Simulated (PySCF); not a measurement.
# C$_{7}$H$_{11}$ (SMILES C#CC(C)(C)[CH]C) (doublet): what the fields show

Input

```
{"job": {"kind": "epr", "basis": "pcH-1"}, "charge": 0, "multiplicity": 2}
C     -0.499585     2.428609    -0.661394
C     -0.462634     1.262429    -0.394912
C     -0.403659    -0.161893    -0.074065
C     -1.386209    -0.916296    -0.980319
C     -0.833003    -0.335970     1.403954
C      0.986929    -0.658542    -0.273271
C      2.178537     0.101531     0.154937
H     -0.537280     3.450297    -0.897837
H     -1.105696    -0.795415    -2.024443
H     -2.395127    -0.531954    -0.847082
H     -1.380289    -1.976436    -0.736085
H     -0.159805     0.210656     2.059811
H     -0.805388    -1.389650     1.672348
H     -1.843334     0.041947     1.546826
H      1.127605    -1.619854    -0.737309
H      2.826899    -0.506487     0.793306
H      1.895909     1.004898     0.690631
H      2.787373     0.398448    -0.706753
```

Run with:

```sh
OMP_NUM_THREADS=1 python probes_run.py task.json out
```

Geometry: GFN2-xTB.

Level of theory: PySCF, UKS B3LYP, pcH-1 on C H, non-relativistic, mean-field spin-orbit, GIAO.

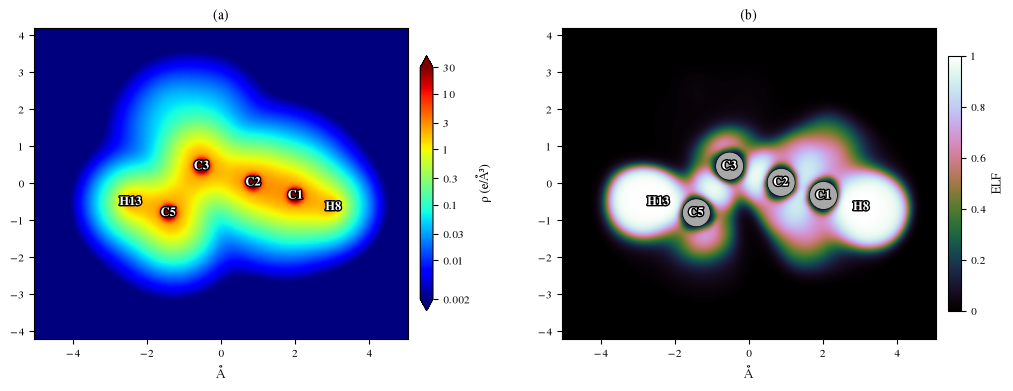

Figure 1. (a) total electron density; (b) ELF on the plane of atoms C3, C5 and H13. Grey discs cover the atomic cores in the ELF map.

What does the map show?

The section cuts through C and H sites.
C–C (1.20 Å): ρ at the midpoint is about 2.8 e/Å³; the ELF peaks at about 0.85 between the atoms: a short, multiple covalent bond.
C–H (1.05 Å): the density is about 2.2 e/Å³ at the midpoint; the ELF climbs to about 1 towards the hydrogen, as it does in any bond to H; a covalent bond by its length.

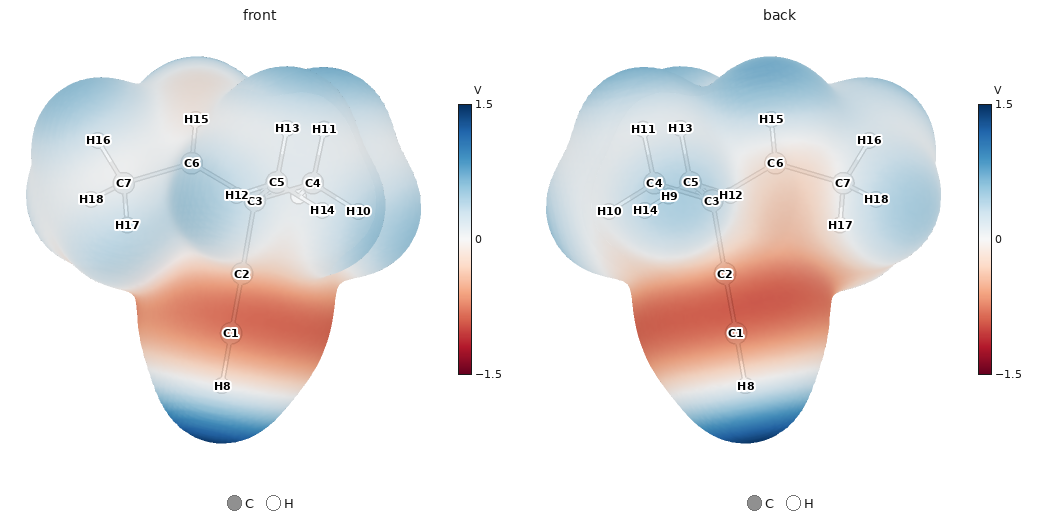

Figure 2. The electrostatic potential painted on the density surface at 0.002 e/bohr³, seen from the front and from behind; the colour scale runs from red (negative) to blue (positive).

Describe the electrostatic potential map.

The most negative region (about −0.9 V, or −21 kcal/mol for a unit charge) lies over C1 and C2, the most positive (about +1.4 V, or +32 kcal/mol for a unit charge) over H8.
